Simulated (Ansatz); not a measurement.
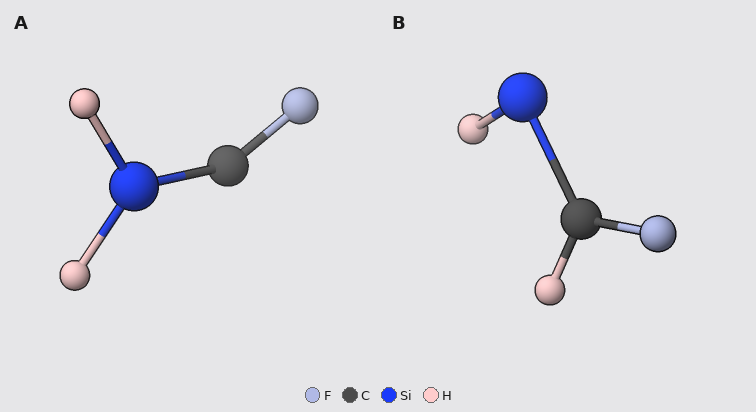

2 stationary structures of one formula. The species is neutral and a spin doublet. Geometries: PBE0-D4/def2-TZVP. Electronic energies: UHF-CCSD(T) (frozen core)/def2-TZVPP (Ansatz 0.2.0), without zero-point energy. No frequency run is at hand to confirm each as a minimum.

Which is lowest in energy, and by how much?

B is lowest (C1); A lies 0.910 eV above it (C1).

Give E(B) − E(A) in eV at these levels too: UHF-CCSD(T) (frozen core)/def2-TZVPP; PBE0-D4/def2-TZVP; ωB97M-V/def2-TZVPP; PBE-D4/def2-TZVPP; PBE0-D4/def2-TZVPP; B3LYP-D4/def2-TZVPP; r2SCAN-D4/def2-TZVPP.

| level | E(B) − E(A) (eV) |
| --- | --- |
| UHF-CCSD(T) (frozen core)/def2-TZVPP | −0.910 |
| PBE0-D4/def2-TZVP | −0.938 |
| ωB97M-V/def2-TZVPP | −1.052 |
| PBE-D4/def2-TZVPP | −0.911 |
| PBE0-D4/def2-TZVPP | −0.944 |
| B3LYP-D4/def2-TZVPP | −0.954 |
| r2SCAN-D4/def2-TZVPP | −0.814 |

The determinant isn't a pure spin state (⟨S²⟩ up to 1.34).
